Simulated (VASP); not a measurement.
Band structure of Nb2N (space group P-3m1). Level of theory: PBEsol GGA, VASP's PBE PAW potentials (set 64) (plane waves; VASP 6.6.1).

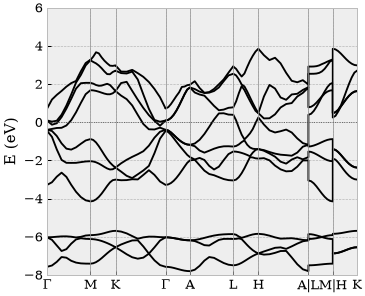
Fig. 1. Bands along high-symmetry lines, zero at the valence-band maximum or, without a gap, the Fermi level

Problem. Read the plot: is there a gap, and where are the band edges?

Solution. It has no gap at this level: it comes out as a metal or semimetal. (Edges off the drawn lines would not show.)

The structure comes from a computed database's Nb2N entry (P-3m1); how it stands against other phases isn't given here. It was relaxed first. The electron count is odd and the run is not spin-polarised, which forces a metal.
